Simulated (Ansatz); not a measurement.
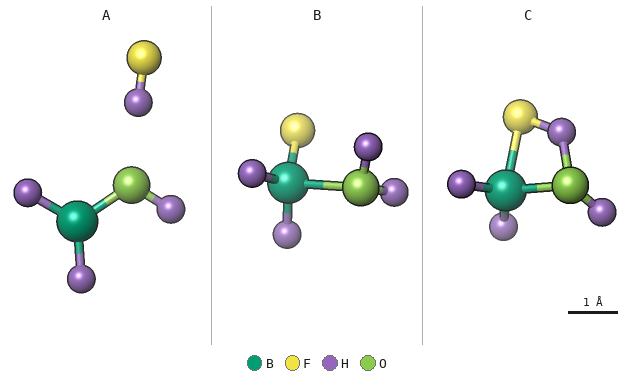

Three geometries of BH4OF: a saddle point and the two minima that it joins, in shuffled order. Style: ball-and-stick. Shown face on. Sticks join atoms that are closer than about 1.2 times the sum of their covalent radii (a little more with hydrogen).

Stationary points at PBE0-D4/def2-TZVP, single-point energies with PBE-QIDH (def2-TZVPP where no basis is named; Ansatz 0.2.0). The energies are electronic, without zero-point or thermal terms, and both ends are the minima reached downhill from the saddle, with any fragments still in contact.

Q: Which frame is the transition state, what reaction does it lead through, and what barrier is to be expected?

A: Frame C is the saddle point. Counted by bonded pieces, B holds BH₄OF and A holds BH₃O + HF. From B over the saddle to A, a bond forms: F–H (2.57 → 1.10 → 0.94 Å). Bonds break: B–F (1.38 → 1.67 → 3.66 Å), H–O (0.97 → 1.29 → 1.72 Å). Bonds that stay but change much: B–O (1.72 → 1.50 → 1.36 Å). The saddle has one imaginary mode, 851i cm⁻¹. With PBE-QIDH the barrier is 91.3 kJ/mol from B and 75.4 kJ/mol from A, and A lies 15.8 kJ/mol above B.
